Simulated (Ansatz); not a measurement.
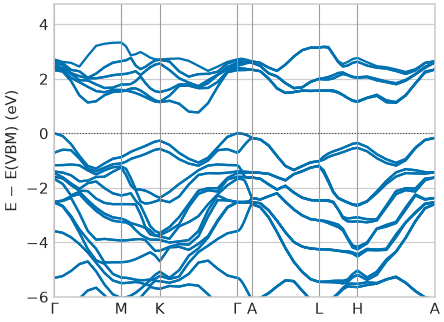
Fig. 1. Band structure from PBE+D3(BJ) with spin–orbit coupling (plane waves, PAW; program Ansatz)

Question: Read off the gap and where the band edges lie.

Answer: About 0.7 eV (0.73 eV by a search for the band edges); maximum at Γ, minimum on the K–Γ line, 45 % of the way from K.

The material is MoSe$_{2}$ in space group P6_3/mmc (No. 194; Se on 4f, Mo on 2c).

The cell was relaxed with PBE+D3(BJ) under the symmetry of its start; phonons on a q-mesh show no instability. The run is not spin-polarised.

Potentials: the later of the program's two PAW sets.
